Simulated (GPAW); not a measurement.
**Screening of a field by H/Ni(111)**

How does H/Ni(111) screen a perpendicular field?

Program: GPAW 26.7.0. Level of theory: GPAW, PAW setups; slab in vacuum, relaxation, in the first sound run; inputs show where later runs differ. Results are calculated unless marked as measured.

### Step 1. The starting structure

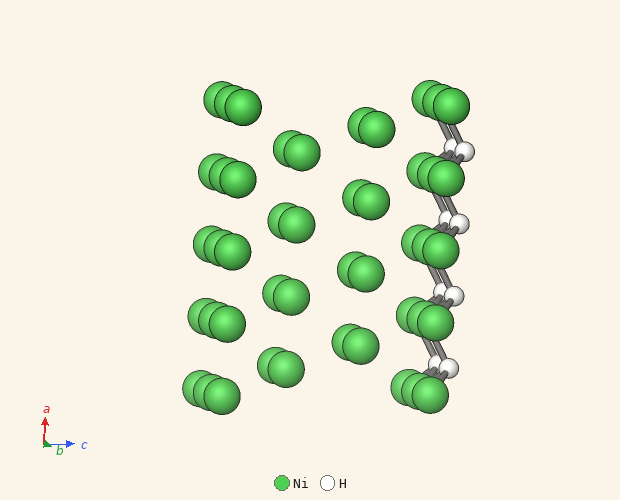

The starting structure, seen from the side, with the c axis across the page (nickel green, hydrogen white). 4×2×1 cells are drawn. Bonds to atoms that aren't drawn are left out. Some periodic images of atoms are drawn too.

The cell holds 5 atoms: 4 Ni and 1 H. Its edges and angles: a = 2.489 Å, b = 2.489 Å, c = 20.792 Å, α = 90.0°, β = 90.0°, γ = 60.0°. Vacuum lies along c.

### Step 2. Relaxing the atoms

Forces are removed first; all later runs use this geometry. The lowest 2 atoms are held at bulk positions and keep their forces.

The input, run.py:

```python
import json
import numpy as np
from ase import Atoms
from ase.constraints import FixAtoms
from ase.optimize import BFGS
from gpaw import GPAW, PW

slab = Atoms(
    ['Ni', 'Ni', 'Ni', 'Ni', 'H'],
    positions=[
        [0.00000, 0.00000, 7.00000],
        [1.24451, 0.71852, 9.03227],
        [2.48902, 1.43703, 11.06455],
        [0.00000, 0.00000, 13.09682],
        [1.24451, 0.71852, 13.79234]],
    cell=[[2.48902, 0.0, 0.0], [1.24451, 2.15555, 0.0], [0.0, 0.0, 20.79234]],
    pbc=[True, True, False],
    magmoms=[0.7, 0.7, 0.7, 0.7, 0.0])

slab.calc = GPAW(mode=PW(500), xc='PBE', kpts={'size': (14, 14, 1), 'gamma': True},
                 occupations={'name': 'fermi-dirac', 'width': 0.1}, nbands='160%',
                 convergence={'density': 1e-05}, maxiter=200,
                 poissonsolver={'dipolelayer': 'xy'},
                 symmetry={'tolerance': 1e-3, 'extra_ids': [1, 1, 0, 0, 0]}, txt='slab.txt')
result = {}
slab.set_constraint(FixAtoms([0, 1]))
path = []
opt = BFGS(slab, maxstep=0.2)
opt.attach(lambda: path.append((slab.get_potential_energy(), slab.positions.tolist(), slab.get_forces().tolist())))
result['relaxed'] = bool(opt.run(fmax=0.03, steps=40))
result['path'] = path
energy = slab.get_potential_energy()
fermi = slab.calc.get_fermi_level()
v = slab.calc.get_electrostatic_potential().mean((0, 1)) - fermi
n = slab.calc.get_pseudo_density().mean((0, 1))
L = slab.cell[2, 2]
z = np.arange(len(v)) * L / len(v)
low, high = slab.positions[:, 2].min(), slab.positions[:, 2].max()
below, above = np.interp([low - 4.8, high + 4.8], z, v)
slopes = [np.interp(x, z, np.gradient(v, z)) for x in (low - 4.8, high + 4.8)]
eps = np.array([[slab.calc.get_eigenvalues(k, s) for k in range(len(slab.calc.get_ibz_k_points()))]
                for s in range(slab.calc.get_number_of_spins())]) - fermi
top, bottom = eps[eps < 0].max(), eps[eps > 0].min()
dipole = slab.get_dipole_moment()[2]
print(f'energy {energy:.4f} eV, Fermi level {fermi:.4f} eV, dipole {dipole:.5f} e A')
print(f'potential 4.8 A off the faces, from the Fermi level: lower {below:.4f} eV, upper {above:.4f} eV')
print(f'slope of the potential there: lower {slopes[0]:.5f}, upper {slopes[1]:.5f} eV/A')
print(f'nearest levels on the mesh: {top:.4f} and {bottom:.4f} eV')
print('magnetic moment', round(slab.get_magnetic_moment(), 3))
result.update(energy=energy, fermi=fermi, dipole=dipole, below=below, above=above, slopes=slopes, edges=[top, bottom],
              z=z.tolist(), v=v.tolist(), n=n.tolist(), positions=slab.positions.tolist(),
              forces=slab.get_forces(apply_constraint=False).tolist(), moments=slab.get_magnetic_moments().tolist())
json.dump(result, open('result.json', 'w'))
```

Launch:

```bash
$ OMP_NUM_THREADS=1 OPENBLAS_NUM_THREADS=1 python run.py
```

Output:

```text
Step          Energy          fmax
BFGS:    0      -31.747333        0.943998
BFGS:    1      -31.765528        0.837263
BFGS:    2      -31.819145        0.355605
BFGS:    3      -31.821144        0.266469
BFGS:    4      -31.825338        0.161897
BFGS:    5      -31.826885        0.171319
BFGS:    6      -31.828433        0.239555
BFGS:    7      -31.830839        0.279518
BFGS:    8      -31.834572        0.259984
BFGS:    9      -31.837796        0.159360
BFGS:   10      -31.839185        0.050094
BFGS:   11      -31.839387        0.005376
energy -31.7295 eV, Fermi level 0.4569 eV, dipole 0.00224 e A
potential 4.8 A off the faces, from the Fermi level: lower 5.0985 eV, upper 5.0339 eV
slope of the potential there: lower -0.00042, upper 0.00030 eV/A
nearest levels on the mesh: -0.0017 and 0.0055 eV
magnetic moment 1.999
```

The job ended after 55 min (1 thread of Intel Xeon Platinum 8259CL at 2.50GHz (Skylake/Cascade Lake), shared host; peak memory 0.32 GiB).

The steps of the relaxation:

| step | energy less that of the first step (eV) | largest force (eV/Å) |
| --- | --- | --- |
| 1 | 0.0000 | 0.9440 |
| 2 | -0.0180 | 0.8373 |
| 3 | -0.0705 | 0.3556 |
| 4 | -0.0726 | 0.2665 |
| 5 | -0.0769 | 0.1619 |
| 6 | -0.0784 | 0.1713 |
| 7 | -0.0799 | 0.2396 |
| 8 | -0.0820 | 0.2795 |
| 9 | -0.0853 | 0.2600 |
| 10 | -0.0881 | 0.1594 |
| 11 | -0.0893 | 0.0501 |
| 12 | -0.0895 | 0.0054 |

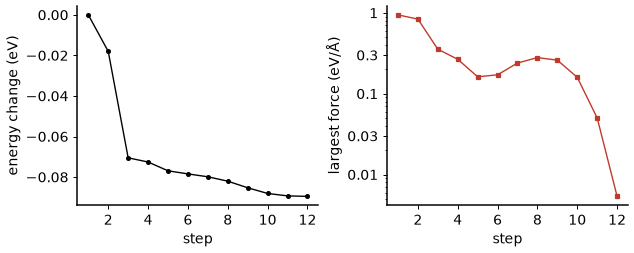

Energy and largest force along the relaxation.

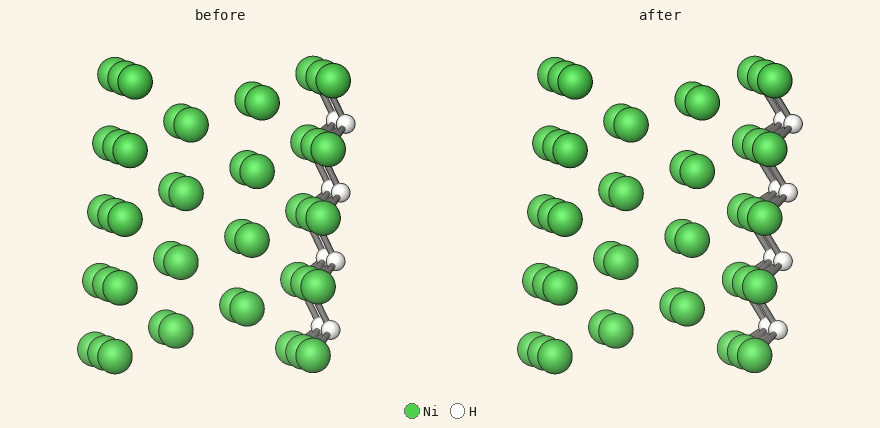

The structure before and after the relaxation, drawn at the same scale. Bonds to atoms that aren't drawn are left out.

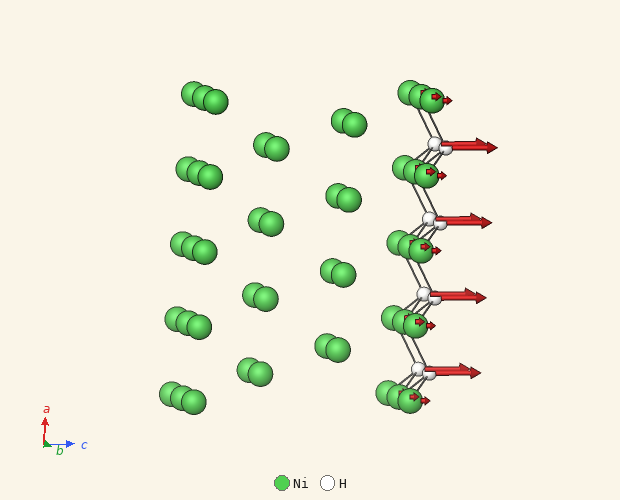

Displacements in the relaxation, exaggerated; the longest in the cell stands for 0.23 Å. Bonds to atoms that aren't drawn are left out. 4×2×1 cells are drawn. Some periodic images of atoms are drawn too.

The atoms that moved most (Å):

| atom | dx | dy | dz | length |
| --- | --- | --- | --- | --- |
| H5 | 0.000 | 0.000 | 0.228 | 0.228 |
| Ni4 | 0.000 | 0.000 | 0.050 | 0.050 |

The relaxed structure:

```
Ni H
1.0
     2.48902    0.00000    0.00000
     1.24451    2.15555    0.00000
     0.00000    0.00000   20.79234
Ni H
4 1
Cartesian
  0.0000 0.0000 7.0000
  1.2445 0.7185 9.0323
  2.4890 1.4370 11.0693
  0.0000 0.0000 13.1464
  1.2445 0.7185 14.0199
```

Numbers from this step:

```
dipole along the normal                    : 0.002236 e·Å
levels nearest the Fermi level on the mesh : -0.001660, 0.005488 eV from the Fermi level
upper work function                        : 5.034 eV
lower work function                        : 5.099 eV
site moments                               : 0.7118, 0.7047, 0.6159, 0.09162, -0.001695 μB
sum of the site moments                    : 2.122 μB
```

The electrostatic potential energy of an electron (without an applied field's), less the Fermi level, planar mean oscillates, so the rows of the table below give means over windows of 2 Å about each position, cut where the curve ends. Its maxima inside the range that stand out by 2 % of the span (Å: eV): 8.0: -0.316, 10.0: -0.353, 12.1: 0.0514. Its minima: 7.0: -18.8, 9.0: -18.9, 11.1: -18.9, 13.2: -18.9.

Table of electrostatic potential energy of an electron (without an applied field's), less the Fermi level, planar mean by z; means over each step:

| z (Å) | electrostatic potential energy of an electron (without an applied field's), less the Fermi level, planar mean (eV) |
| --- | --- |
| 0 | 5.09 |
| 2 | 5.10 |
| 4 | 5.05 |
| 6 | -2.17 |
| 8 | -8.32 |
| 10 | -8.31 |
| 12 | -7.83 |
| 14 | -5.31 |
| 16 | 4.95 |
| 18 | 5.03 |
| 20 | 5.04 |

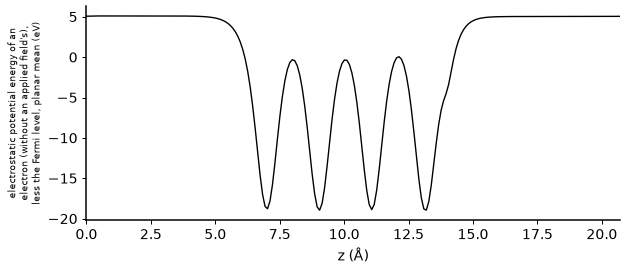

Electrostatic potential energy of an electron (without an applied field's), less the Fermi level, planar mean against z.

The pseudo valence density, planar mean oscillates, so the rows of the table below give means over windows of 2.12 Å about each position, cut where the curve ends. Its maxima inside the range that stand out by 2 % of the span (Å: e/Å³): 6.9: 3.72, 9.0: 3.84, 11.0: 3.62, 13.1: 3.77. Its minima: 8.1: 0.298, 10.0: 0.293, 12.1: 0.276.

Table of pseudo valence density, planar mean by z; means over each step:

| z (Å) | pseudo valence density, planar mean (e/Å³) |
| --- | --- |
| 3.18 | 2.5e-4 |
| 5.30 | 0.0715 |
| 7.42 | 1.43 |
| 9.54 | 1.44 |
| 11.66 | 1.43 |
| 13.78 | 1.33 |
| 15.90 | 0.00723 |
| 18.02 | 1.2e-5 |

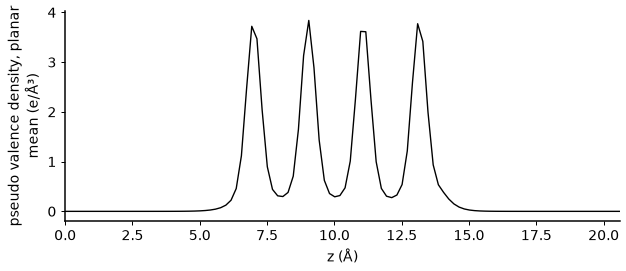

Pseudo valence density, planar mean, plotted against z.

Site moment by atom:

| atom | site moment (μB) |
| --- | --- |
| Ni1 | 0.712 |
| Ni2 | 0.705 |
| Ni3 | 0.616 |
| Ni4 | 0.092 |
| H5 | -0.002 |

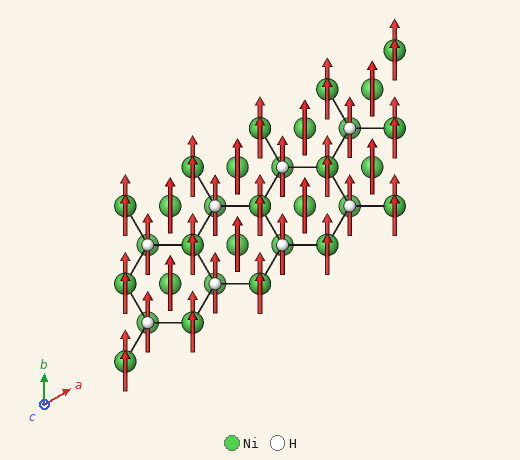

Site moment as arrows, the longest 0.712 μB. Up and down stand for the sign. Arrows give size and sign along the axis of quantisation, drawn up and down the page. Each arrow also spans its atom, so small moments look longer than they are. Bonds to atoms that aren't drawn are left out. 4×2×1 cells are drawn. Some periodic images of atoms are drawn too.

The relaxation lowered the energy of the cell by 0.0895 eV (energies extrapolated to zero smearing; the optimiser's log prints free energies). The largest force left on a free atom is 0.0054 eV/Å.

### Step 3. The slab's potential

The work function is the vacuum plateau of the electrostatic potential less the Fermi level; a dipole layer lets the two faces have plateaus of their own.

This step: GPAW, PAW setups; slab in vacuum (GPAW 26.7.0).

Edit run.py of step 2 so:

```diff
@@ -3,4 +3,2 @@
 from ase import Atoms
-from ase.constraints import FixAtoms
-from ase.optimize import BFGS
 from gpaw import GPAW, PW
@@ -12,5 +10,5 @@
         [1.24451, 0.71852, 9.03227],
-        [2.48902, 1.43703, 11.06455],
-        [0.00000, 0.00000, 13.09682],
-        [1.24451, 0.71852, 13.79234]],
+        [2.48902, 1.43703, 11.06928],
+        [0.00000, 0.00000, 13.14642],
+        [1.24451, 0.71852, 14.01992]],
     cell=[[2.48902, 0.0, 0.0], [1.24451, 2.15555, 0.0], [0.0, 0.0, 20.79234]],
@@ -23,10 +21,4 @@
                  poissonsolver={'dipolelayer': 'xy'},
-                 symmetry={'tolerance': 1e-3, 'extra_ids': [1, 1, 0, 0, 0]}, txt='slab.txt')
+                 symmetry={'tolerance': 1e-3}, txt='slab.txt')
 result = {}
-slab.set_constraint(FixAtoms([0, 1]))
-path = []
-opt = BFGS(slab, maxstep=0.2)
-opt.attach(lambda: path.append((slab.get_potential_energy(), slab.positions.tolist(), slab.get_forces().tolist())))
-result['relaxed'] = bool(opt.run(fmax=0.03, steps=40))
-result['path'] = path
 energy = slab.get_potential_energy()
```

Output:

```text
energy -31.7295 eV, Fermi level 0.4569 eV, dipole 0.00213 e A
potential 4.8 A off the faces, from the Fermi level: lower 5.0980 eV, upper 5.0343 eV
slope of the potential there: lower -0.00039, upper 0.00028 eV/A
nearest levels on the mesh: -0.0017 and 0.0054 eV
magnetic moment 1.999
```

Run time: 6.1 min. Hardware: 1 thread; peak memory 0.32 GiB.

Numbers from this step:

```
dipole along the normal                    : 0.002129 e·Å
levels nearest the Fermi level on the mesh : -0.001690, 0.005401 eV from the Fermi level
lower work function                        : 5.098 eV
site moments                               : 0.7116, 0.7047, 0.6159, 0.09163, -0.001696 μB
```

The electrostatic potential energy of an electron (without an applied field's), less the Fermi level, planar mean oscillates, so the rows of the table below give means over windows of 1 Å about each position, cut where the curve ends. Its maxima inside the range that stand out by 2 % of the span (Å: eV): 8.0: -0.316, 10.0: -0.353, 12.1: 0.0518. Its minima: 7.0: -18.8, 9.0: -18.9, 11.1: -18.9, 13.2: -18.9.

Electrostatic potential energy of an electron (without an applied field's), less the Fermi level, planar mean against z; means over each step:

| z (Å) | electrostatic potential energy of an electron (without an applied field's), less the Fermi level, planar mean (eV) |
| --- | --- |
| 0 | 5.09 |
| 1 | 5.10 |
| 2 | 5.10 |
| 3 | 5.10 |
| 4 | 5.07 |
| 5 | 4.76 |
| 6 | 0.490 |
| 7 | -14.3 |
| 8 | -2.65 |
| 9 | -14.4 |
| 10 | -2.71 |
| 11 | -14.2 |
| 12 | -2.49 |
| 13 | -13.9 |
| 14 | -3.95 |
| 15 | 4.26 |
| 16 | 5.00 |
| 17 | 5.03 |
| 18 | 5.03 |
| 19 | 5.03 |
| 20 | 5.04 |

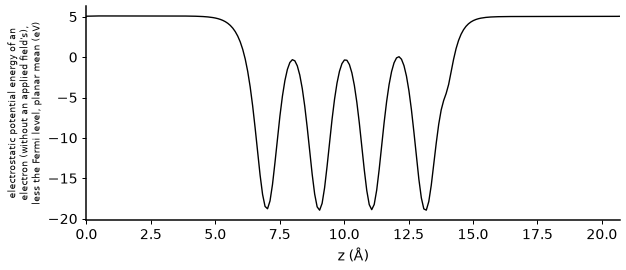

Electrostatic potential energy of an electron (without an applied field's), less the Fermi level, planar mean, plotted against z.

The pseudo valence density, planar mean oscillates, so the rows of the table below give means over windows of 2.12 Å about each position, cut where the curve ends. Its maxima inside the range that stand out by 2 % of the span (Å: e/Å³): 6.9: 3.72, 9.0: 3.84, 11.0: 3.62, 13.1: 3.77. Its minima: 8.1: 0.298, 10.0: 0.293, 12.1: 0.276.

The pseudo valence density, planar mean by z; means over each step:

| z (Å) | pseudo valence density, planar mean (e/Å³) |
| --- | --- |
| 3.18 | 2.5e-4 |
| 5.30 | 0.0715 |
| 7.42 | 1.43 |
| 9.54 | 1.44 |
| 11.66 | 1.43 |
| 13.78 | 1.33 |
| 15.90 | 0.00723 |
| 18.02 | 1.2e-5 |

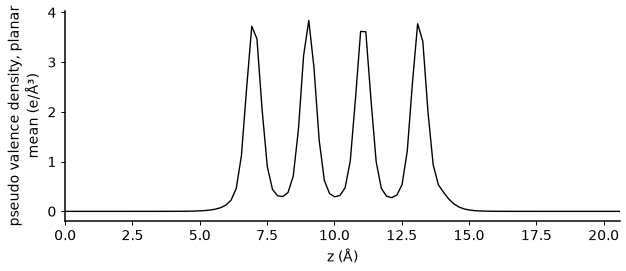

Pseudo valence density, planar mean, plotted against z.

Force by atom:

| atom | x (eV/Å) | y (eV/Å) | z (eV/Å) | size |
| --- | --- | --- | --- | --- |
| Ni1 | 0.0000 | 0.0000 | 0.0930 | 0.0930 |
| Ni2 | 0.0000 | 0.0000 | -0.0898 | 0.0898 |
| Ni3 | 0.0000 | 0.0000 | 0.0041 | 0.0041 |
| Ni4 | 0.0000 | 0.0000 | -0.0014 | 0.0014 |
| H5 | 0.0000 | 0.0000 | -0.0052 | 0.0052 |

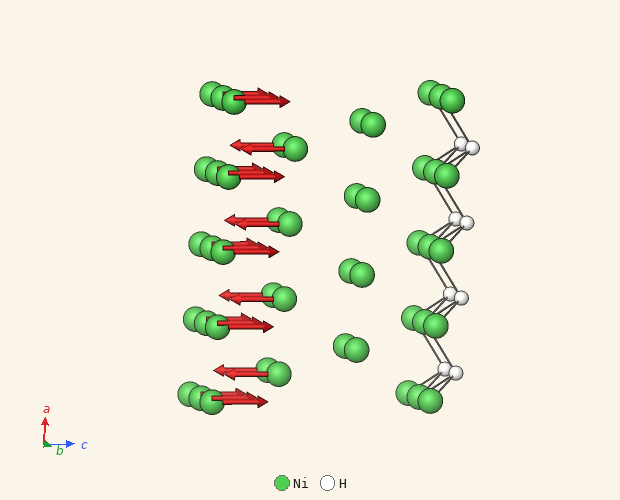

Force as arrows, the longest 0.0930 eV/Å. Bonds to atoms that aren't drawn are left out. 4×2×1 cells are drawn. Some periodic images of atoms are drawn too.

The potential is flat to 3.9e-4 eV/Å where it is read, so the vacuum is wide enough.

### Step 4. Field on

A uniform field along the normal polarises the slab; the atoms stay fixed, so this is the electronic response alone.

Edit run.py of step 3 so:

```diff
@@ -4,2 +4,3 @@
 from gpaw import GPAW, PW
+from gpaw.external import ConstantElectricField
 
@@ -21,2 +22,3 @@
                  poissonsolver={'dipolelayer': 'xy'},
+                 external=ConstantElectricField(-0.2, [0, 0, 1]),
                  symmetry={'tolerance': 1e-3}, txt='slab.txt')
```

Output:

```text
energy -31.7346 eV, Fermi level 0.4976 eV, dipole -0.05306 e A
potential 4.8 A off the faces, from the Fermi level: lower 4.1000 eV, upper 5.8888 eV
slope of the potential there: lower -0.00016, upper 0.00022 eV/A
nearest levels on the mesh: -0.0017 and 0.0051 eV
magnetic moment 2.002
```

Elapsed: 42 min, on 1 thread; peak memory 0.82 GiB.

This step gave:

```
dipole along the normal                                         : -0.05306 e·Å
levels nearest the Fermi level on the mesh                      : -0.001666, 0.005115 eV from the Fermi level
site moments                                                    : 0.7145, 0.7056, 0.6152, 0.09095, -0.001679 μB
sum of the site moments                                         : 2.124 μB
potential below the slab, the applied field's own ramp left out : 4.100 eV from the Fermi level
potential above the slab, the applied field's own ramp left out : 5.889 eV from the Fermi level
```

The electrostatic potential energy of an electron (without an applied field's), less the Fermi level, planar mean oscillates, so the rows of the table below give means over windows of 1 Å about each position, cut where the curve ends. Its maxima inside the range that stand out by 2 % of the span (Å: eV): 8.0: -0.799, 10.0: -0.430, 12.1: 0.399, 20.3: 5.89. Its minima: 7.0: -19.4, 9.0: -19.2, 11.1: -18.7, 13.2: -18.4.

Electrostatic potential energy of an electron (without an applied field's), less the Fermi level, planar mean against z; means over each step:

| z (Å) | electrostatic potential energy of an electron (without an applied field's), less the Fermi level, planar mean (eV) |
| --- | --- |
| 0 | 4.44 |
| 1 | 4.10 |
| 2 | 4.10 |
| 3 | 4.10 |
| 4 | 4.08 |
| 5 | 3.79 |
| 6 | -0.386 |
| 7 | -14.9 |
| 8 | -3.13 |
| 9 | -14.7 |
| 10 | -2.79 |
| 11 | -14.1 |
| 12 | -2.17 |
| 13 | -13.4 |
| 14 | -3.24 |
| 15 | 5.08 |
| 16 | 5.85 |
| 17 | 5.89 |
| 18 | 5.89 |
| 19 | 5.89 |
| 20 | 5.87 |

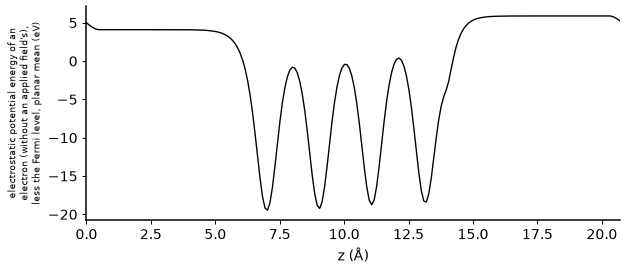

Electrostatic potential energy of an electron (without an applied field's), less the Fermi level, planar mean, plotted against z.

Force by atom:

| atom | x (eV/Å) | y (eV/Å) | z (eV/Å) | size |
| --- | --- | --- | --- | --- |
| Ni1 | 0.0000 | 0.0001 | 0.0943 | 0.0943 |
| Ni2 | 0.0000 | 0.0000 | -0.0895 | 0.0895 |
| Ni3 | 0.0000 | 0.0000 | 0.0063 | 0.0063 |
| Ni4 | 0.0000 | 0.0000 | 0.0021 | 0.0021 |
| H5 | 0.0000 | 0.0000 | -0.0061 | 0.0061 |

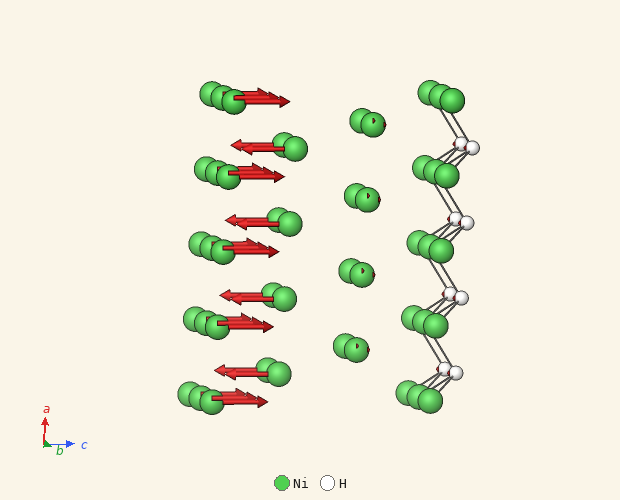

Force as arrows, the longest 0.0943 eV/Å. Bonds to atoms that aren't drawn are left out. 4×2×1 cells are drawn. Some periodic images of atoms are drawn too.

The dipole is now -0.0531 e Å, against 0.0021 in the run without a field.

(Part 1 of 2 ends here.)

[Logs are printed without paths, hosts, clocks, repeated set-up lines and the standing remarks that a program may print on its own settings, such as how far it seeks lower states.]

[Hosts, paths, dates, database ids (printed as entryN), source tags and the programs' standing remarks are cut or masked in the printed files.]
